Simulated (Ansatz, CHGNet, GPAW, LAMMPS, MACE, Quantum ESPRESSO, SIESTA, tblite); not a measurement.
# How far do other methods lie from plane waves? Glassy 61Al2O3-39P2O5 (mol %) (104 atoms)

One geometry of glassy 61Al2O3-39P2O5 (mol %) (104 atoms) is solved by several programs and methods. How far do their forces lie from a plane-wave PBE run?

Results are calculated, not measured.

## 1. The structure

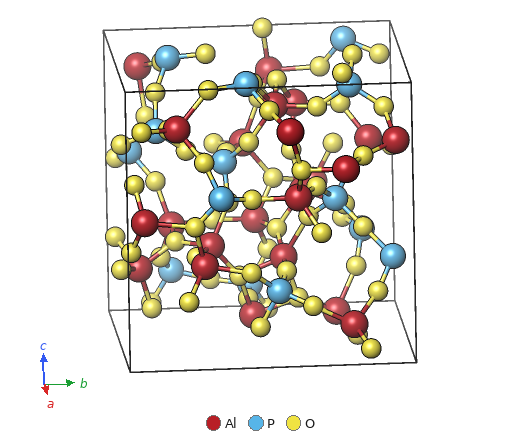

The cell (aluminium red, phosphorus blue, oxygen yellow). Some periodic images of atoms are drawn too.

The cell holds 104 atoms (22 Al, 14 P and 68 O), with edges of 10.93, 10.93 and 10.93 Å. Recipe: 104 atoms (22 Al, 14 P, 68 O) placed at random at 2.66 g/cm³, melted at 4000 K for 10 ps at fixed volume with the Morse and Coulomb pair potential with partial charges (Pedone, Malavasi, Menziani, Cormack and Segre, J. Phys. Chem. B 110, 11780 (2006)). Quenched from 4000 K to 300 K at 50 K/ps and fixed volume, held 10 ps at zero pressure. The density is 2.69 g/cm³.

## 2. The reference input

Quantum ESPRESSO 7.5: Kohn-Sham DFT, PBE, SSSP efficiency 1.3.0 pseudopotentials, plane waves. Its input, pw.in:

```
&control
  calculation = 'scf'
  pseudo_dir = './pseudo'
  outdir = './tmp'
  disk_io = 'none'
  tprnfor = .true.
  tstress = .true.
/
&system
  ibrav = 0
  nat = 104
  ntyp = 3
  ecutwfc = 60
  ecutrho = 480
  nosym = .true.
  occupations = 'smearing'
  smearing = 'fd'
  degauss = 0.003675
/
&electrons
  conv_thr = 5.2e-07
  electron_maxstep = 100
  mixing_beta = 0.4
  mixing_mode = 'plain'
  diagonalization = 'david'
/
ATOMIC_SPECIES
Al 26.982 Al.upf
P 30.974 P.upf
O 15.999 O.upf
CELL_PARAMETERS angstrom
10.92802 0.00000 0.00000
0.00000 10.92802 0.00000
0.00000 0.00000 10.92802
ATOMIC_POSITIONS crystal
Al 0.18532 0.50291 0.35003
Al 0.85571 0.07066 0.49822
Al 0.47070 0.58053 0.27548
Al 0.36452 0.76912 0.05267
[... 98 atom lines left out ...]
O 0.49381 0.81416 0.58807
O 0.84667 0.65445 0.18053
K_POINTS gamma
```

```console
$ OMP_NUM_THREADS=1 mpirun -np 4 pw.x -in pw.in > output.txt
```

Elapsed: 4.4 min, on 4 MPI ranks of Arm Neoverse V2, shared host; peak memory 4.3 GiB.

It converged with an r.m.s. force component of 1.2 eV/Å and a pressure of 5.5 GPa.

Its highest filled and lowest empty levels lie 3.35 eV apart on its k-points.

## 3. What was run beside it

- CHGNet: machine-learned potential, published weights.
- GPAW 26.7.0: PAW with atomic orbitals (LCAO), plane waves or a real-space grid of spacing h.
- MACE: machine-learned potential, published weights.
- Quantum ESPRESSO 7.5: plane waves; labels (QE) give functional, pseudopotential set and cutoffs of waves/density.
- SIESTA 5.4.2: numerical atomic orbitals, whose automatically made sets are far from complete, with PseudoDojo norm-conserving potentials that we converted to its format (checked against plane waves on the same files for H, C, O, Si, Ge and Ca alone); labels give functional, basis size, energy shift and mesh cutoff.
- tblite 0.8.0: extended tight binding, driven from Python.

All use the same cell and atoms, and the electronic-structure runs the same k-mesh.

## 4. Side by side

Differences are against the reference: forces as r.m.s. over components, share as that over the reference's r.m.s. force, slope as the fitted ratio of a run's forces to the reference's.

```
                                                run  Δ force, r.m.s. (meV/Å)  share (%)  slope  Δ pressure (GPa)  Δ gap (eV)  cores  CPU time  memory (GiB)
                                          reference                        -          -      -                 -           -      4    18 min           4.3
                             CHGNet 0.3.0 potential                      192       16.6  0.898             -1.50           -      1     5.1 s           1.4
                       GPAW LDA, LCAO dzp, h 0.18 Å                      247       21.3  1.084                 -      -0.238      2   2.9 min           2.0
                       GPAW PBE, LCAO dzp, h 0.18 Å                      388       33.4  1.153                 -      -0.156      2     3 min           2.0
              GPAW PBE, LCAO dzp, h 0.25 Å (coarse)                      535       46.1  1.124                 -      -0.165      1      84 s          0.82
         GPAW PBE, LCAO szp(dzp), h 0.18 Å (coarse)                      537       46.3  1.216                 -      -0.251      1     2 min           1.6
                       MACE MP-0b3 medium potential                      138       11.9  0.921             -1.45           -      1     9.3 s           1.2
                        MACE MPA-0 medium potential                      127       10.9  0.942            -0.883           -      1     9.5 s           1.2
  QE PBE, sssp-1.3.0-efficiency, 30/240 Ry (coarse)                     41.9       3.61  1.002             -37.5     -0.0651      2   5.3 min           1.5
SIESTA PBE, DZ, shift 0.01 Ry, mesh 500 Ry (coarse)                     1828        158  1.528              19.6      -0.380      2   2.9 min           1.6
        SIESTA PBE, DZP, shift 0.01 Ry, mesh 500 Ry                      172       14.8  1.078              2.42     -0.0396      4   7.3 min           3.0
SIESTA PBE, SZ, shift 0.02 Ry, mesh 500 Ry (coarse)                     2454        211  1.720              18.7      -0.787      1      92 s          0.92
                                    tblite GFN1-xTB                      460       39.7  0.771              6.49           -      1     6.7 s          0.14
```

Rows marked coarse were listed beforehand as settings not expected to be converged; some can still land near the reference.

Times of the machine-learned potentials are mostly Python's start and the loading of weights.

CPU time is summed over cores on shared hosts, so it is rough.

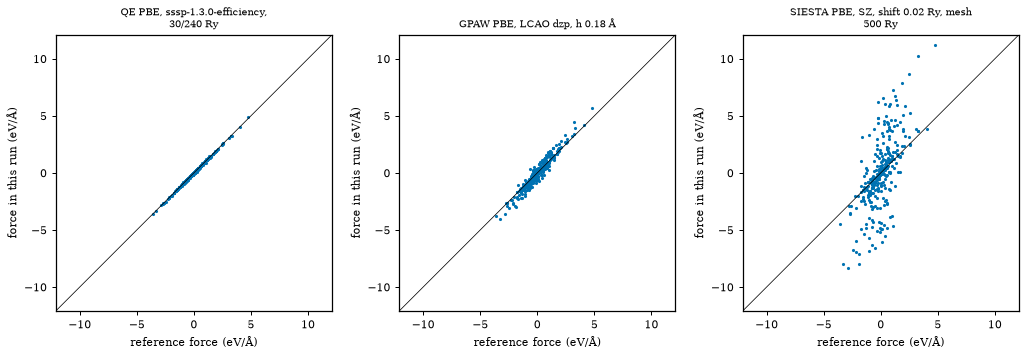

Force components against those of the reference; the line marks equality.

## 5. What came out

Forces lie from 3.6 % (QE PBE, sssp-1.3.0-efficiency, 30/240 Ry, coarse) to 211 % (SIESTA PBE, SZ, shift 0.02 Ry, mesh 500 Ry, coarse) of the reference's r.m.s. force of 1.2 eV/Å away from it. The PBE runs in local orbitals, coarse settings apart, differ by 15 % (SIESTA PBE, DZP, shift 0.01 Ry, mesh 500 Ry) to 33 % (GPAW PBE, LCAO dzp, h 0.18 Å); basis, grid and potentials can all enter. Tight binding differs by 40 % (tblite GFN1-xTB); it is another model, with fitted parameters of its own, and the xTB methods hold dispersion. Machine-learned potentials differ by 11 % (MACE MPA-0 medium potential) to 17 % (CHGNet 0.3.0 potential); they were trained on other programs' data.

Rows with another functional or a dispersion term differ by 21 % (GPAW LDA, LCAO dzp, h 0.18 Å), which mixes the change of model with differences of basis and potentials. Runs with settings chosen to be coarse differ by 3.6 % (QE PBE, sssp-1.3.0-efficiency, 30/240 Ry) to 211 % (SIESTA PBE, SZ, shift 0.02 Ry, mesh 500 Ry), their programs' other errors included. GPAW PBE, LCAO dzp, h 0.18 Å stiffens the forces by a factor of 1.15 while following their directions (correlation 0.968); the slopes of the 4 GPAW runs lie between 1.08 and 1.22; the difference isn't even, but is largest on one element. From GPAW PBE, LCAO dzp, h 0.25 Å to the finer GPAW PBE, LCAO dzp, h 0.18 Å the share falls from 46 to 33 %. Pressures at PBE, coarse settings apart, lie +2.42 GPa from the reference's. Gaps at PBE, coarse settings apart, lie -0.16 to -0.04 eV from the reference's. A pressure off by over 25 GPa (QE PBE, sssp-1.3.0-efficiency, 30/240 Ry) is no usable stress for this cell.

**Limits.** Periodic xTB results under one method name differ between programs and library versions. The reference's pressure holds the uncorrected Pulay stress of its 60 Ry basis, so small pressure differences may be the reference's own error. In our tests on small cells the SSSP efficiency potentials stood apart from two norm-conserving sets, for C–F bonds most and for P–O bonds less, so differences from this reference needn't be the other run's error. Machine-learned potentials mimic data converged in k, so the reference's own k-point error enters their differences. The quench rate of 50 K/ps is many orders above laboratory rates, so the cell is likely richer in defects and strain than a real sample. The network of bonds at the start is that of the classical potential that made the cell, and needn't be the one that DFT or experiment would give. The reference's stress is far from hydrostatic: its diagonal is 2.4, 8.5, 5.6 GPa, compression counted positive. The electronic-structure runs sample only Γ, in a cell whose shortest periodic width is 11 Å. Where levels are smeared, the DFT runs use Fermi–Dirac occupations at 580 K (0.05 eV), and energies are free energies. The reference's cutoffs and mesh weren't converged further here.

[Logs are printed without paths, hosts, clocks, repeated set-up lines and the standing remarks that a program may print on its own settings, such as how far it seeks lower states.]

[Hosts, paths, dates, database ids (printed as entryN), source tags and the programs' standing remarks are cut or masked in the printed files.]

[Cells were taken only where this reference lay near another plane-wave run.]
